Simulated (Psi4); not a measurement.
**AlBH2OF2 (SMILES O[B](F)[AlH][F]) at MP2/6-31G(d) (spherical functions)**

What is the vertical singlet–triplet gap of AlBH2OF2 at MP2/6-31G* (spherical functions)? 

Program for the calculation: Psi4 1.11.

2 further runs of the same task are left out: 2 set aside as unsound or not needed.

## 1. The structure to begin with

AlBH2OF2 has 7 atoms, charge 0, and is taken as a singlet. SMILES: `O[B](F)[AlH][F]`. Geometry: relaxed at PBE0-D4/def2-TZVP. This is one conformer, not always the lowest.

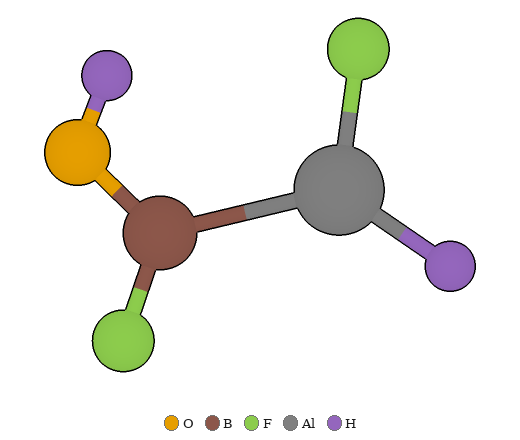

Viewed from a chosen angle; oxygen amber, boron brown, fluorine green, aluminium grey, hydrogen purple.

## 2. The energy at MP2/6-31G(d) (spherical functions)

Contents of job.dat:

```
memory 2200 MB

molecule molecule1 {
  0 1
  O      0.462300    -0.166500     1.769000
  B      0.511800    -0.675600     0.519100
  F      1.170800    -1.824800     0.394500
  Al    -0.411500     0.301600    -1.162100
  F     -1.152700     1.713100    -0.697800
  H     -0.019900     0.662300     1.825000
  H     -0.499600    -0.078200    -2.693300
  units angstrom
  symmetry c1
  no_reorient
  no_com
}

set {
  puream true
  e_convergence 1e-09
  d_convergence 1e-08
  scf_type pk
  num_frozen_docc 9
  mp2_type conv
}

e, wfn = energy('mp2/6-31G*', return_wfn=True)
print_variables()
```

Started as:

```bash
$ psi4 job.dat job.out -n 1
```

job.out:

```text
[...]
  Running in c1 symmetry.
[...]
  Nuclear repulsion =  190.104529715395842
[...]
  Multiplicity = 1
[...]
  Nalpha       = 23
  Nbeta        = 23
[...]
    Number of basis functions: 78
[...]
   @RHF iter   1:  -541.54451162827104   -1.39083e+00   6.96574e-03 ADIIS/DIIS
[...]
   @RHF iter  12:  -541.65683386365492   -2.38742e-12   3.66001e-09 DIIS
[...]
    Orbital Energies [Eh]
    ---------------------
    Doubly Occupied:
       1A    -58.483546     2A    -26.288368     3A    -26.249697
       4A    -20.589864     5A     -7.673073     6A     -4.909766
       7A     -3.225150     8A     -3.222966     9A     -3.220688
      10A     -1.600289    11A     -1.530981    12A     -1.383300
      13A     -0.800259    14A     -0.726517    15A     -0.677504
      16A     -0.665144    17A     -0.652862    18A     -0.625542
      19A     -0.614160    20A     -0.607393    21A     -0.540953
      22A     -0.507370    23A     -0.401895
[...]
  @RHF Final Energy:  -541.65683386365492
   => Energetics <=
    Nuclear Repulsion Energy =            190.1045297153958415
    One-Electron Energy =               -1133.1281570699084114
    Two-Electron Energy =                 401.3667934908576171
    Total Energy =                       -541.6568338636549242
[...]
 Multipole Moments:
 ------------------------------------------------------------------------------------
     Multipole            Electronic (a.u.)      Nuclear  (a.u.)        Total (a.u.)
 ------------------------------------------------------------------------------------
 L = 1.  Multiply by 2.5417464519 to convert [e a0] to [Debye]
 Dipole X            :         -1.2396385            1.0418060           -0.1978325
 Dipole Y            :          2.5373992           -2.2873245            0.2500747
 Dipole Z            :          3.4702394           -3.6997058           -0.2294664
 Magnitude           :                                                    0.3928484
[...]
	SCS-MP2 Total Energy (a.u.)        :  -542.27778703028378
	SOS-MP2 Total Energy (a.u.)        :  -542.22040170157209
	SCSN-MP2 Total Energy (a.u.)       :  -541.95982839925261
[...]
	SOS-PI-MP2 Total Energy (a.u.)     :  -542.31432967455828
[...]
	MP2 Total Energy (a.u.)            :  -542.29862971472096
[...]
```

Wall time 3.3 s (1 thread of Intel Xeon 6975P-C (Granite Rapids), shared host); peak memory 0.35 GiB.

## 3. The triplet

Contents of calc.inp:

```
memory 2200 mb

molecule m {
  0 3
  O      0.462300    -0.166500     1.769000
  B      0.511800    -0.675600     0.519100
  F      1.170800    -1.824800     0.394500
  Al    -0.411500     0.301600    -1.162100
  F     -1.152700     1.713100    -0.697800
  H     -0.019900     0.662300     1.825000
  H     -0.499600    -0.078200    -2.693300
  symmetry c1
}

set globals {
  basis           6-31G*
  reference       uhf
  puream          true
  e_convergence   1e-09
  d_convergence   1e-08
  scf_type        pk
  num_frozen_docc 9
  mp2_type        conv
  maxiter         100
}

energy('mp2')
print_variables()
```

Started as:

```bash
$ psi4 calc.inp calc.out -n 1
```

calc.out:

```text
[...]
  Running in c1 symmetry.
[...]
  Nuclear repulsion =  190.104529715395870
[...]
  Multiplicity = 3
[...]
  Nalpha       = 24
  Nbeta        = 22
[...]
    Number of basis functions: 78
[...]
   @UHF iter   1:  -541.38523289923307   -1.23155e+00   6.99516e-03 DIIS/ADIIS
[...]
   @UHF iter  17:  -541.51614655843764   -2.84217e-12   5.57531e-09 DIIS
[...]
   @S^2 Observed:                2.003347681E+00
[...]
    Orbital Energies [Eh]
    ---------------------
    Alpha Occupied:
       1A    -58.512585     2A    -26.328439     3A    -26.254624
       4A    -20.626567     5A     -7.752274     6A     -4.938422
       7A     -3.256134     8A     -3.254880     9A     -3.249495
      10A     -1.641440    11A     -1.537522    12A     -1.425074
      13A     -0.841865    14A     -0.779512    15A     -0.727717
      16A     -0.714458    17A     -0.674514    18A     -0.657011
      19A     -0.628939    20A     -0.621965    21A     -0.593701
      22A     -0.565230    23A     -0.481238    24A     -0.247685
    Alpha Virtual:
      25A      0.092086    26A      0.102960    27A      0.106553
[...]
  @UHF Final Energy:  -541.51614655843764
   => Energetics <=
    Nuclear Repulsion Energy =            190.1045297153958700
    One-Electron Energy =               -1131.7918777305035292
    Two-Electron Energy =                 400.1712014566699622
    Total Energy =                       -541.5161465584376401
  UHF NO Occupations:
  HONO-2 :   22  A 1.9993125
  HONO-1 :   23  A 1.0000000
[...]
 Multipole Moments:
 ------------------------------------------------------------------------------------
     Multipole            Electronic (a.u.)      Nuclear  (a.u.)        Total (a.u.)
 ------------------------------------------------------------------------------------
 L = 1.  Multiply by 2.5417464519 to convert [e a0] to [Debye]
 Dipole X            :          0.5570687           -0.5732381           -0.0161695
 Dipole Y            :         -0.8961599            0.9464908            0.0503309
 Dipole Z            :          0.0926908           -0.0166682            0.0760225
 Magnitude           :                                                    0.0925963
[...]
	SCS-MP2 Total Energy (a.u.)        :  -542.12365247484774
	SOS-MP2 Total Energy (a.u.)        :  -542.11055622076810
	SCSN-MP2 Total Energy (a.u.)       :  -541.82671655052491
[...]
	SOS-PI-MP2 Total Energy (a.u.)     :  -542.15628004094731
[...]
	MP2 Total Energy (a.u.)            :  -542.14984498300714
[...]
```

It took 4.2 s on 1 thread of Intel Xeon 6975P-C (Granite Rapids), shared host; peak memory 0.34 GiB.

## 4. Outcome

At MP2/6-31G* (spherical functions), 9 core orbitals frozen:

| quantity | value |
| --- | --- |
| singlet: total energy | -542.29863 Eh |
| singlet: HOMO energy (Hartree–Fock orbitals) | -10.94 eV |
| singlet: LUMO energy (Hartree–Fock orbitals) | 0.83 eV |
| singlet: HOMO–LUMO gap (Hartree–Fock orbitals) | 11.77 eV |
| singlet: correlation energy (9 core orbitals frozen) | -641.8 mEh |
| triplet: total energy | -542.14984 Eh |
| triplet: HOMO energy (Hartree–Fock orbitals) (highest over α and β) | -6.74 eV |
| triplet: LUMO energy (Hartree–Fock orbitals) (lowest over α and β) | -1.68 eV |
| triplet: correlation energy (9 core orbitals frozen) | -633.7 mEh |
| triplet: ⟨S²⟩ of the reference determinant | 2.003 |
| vertical energy of the triplet above the singlet | 4.049 eV |

**Reading.** At this shape the triplet lies 4.05 eV (391 kJ/mol) above the singlet.
